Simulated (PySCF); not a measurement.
Molecule: SMILES [O]=[Mo](=[O])([Cl])[Cl]. Atoms near the plane z = 0.0 Å, at the B3LYP/def2-SVP optimised geometry (x, y, z in Å): Mo1 (-0.5, -1.1, 0.0), O3 (1.2, -1.1, 0.0), Cl4 (-1.2, 1.1, 0.0).

Calculation: B3LYP/def2-TZVP, def2 effective core potentials past Kr run with PySCF. The core electrons that the potentials of Mo replace are not part of the density. Cells within 0.4 Å of a nucleus heavier than hydrogen are left out (blank, or x). The values are rescaled to run from 0 to 1.

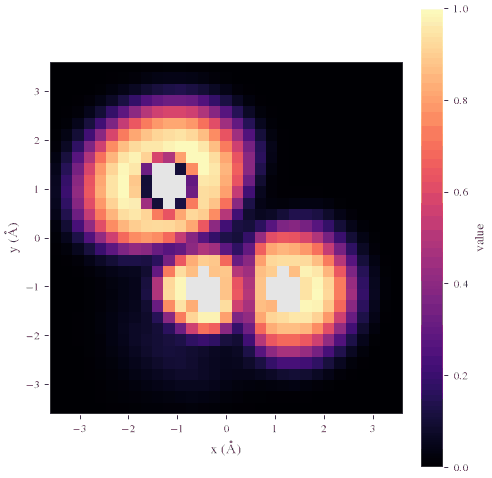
Figure. a field on the plane z = 0.0 Å.

Which quantity is mapped?
A) Laplacian of the electron density
B) an orbital amplitude
C) electron localisation function
D) deformation density (molecule minus spherical neutral atoms)

C, electron localisation function
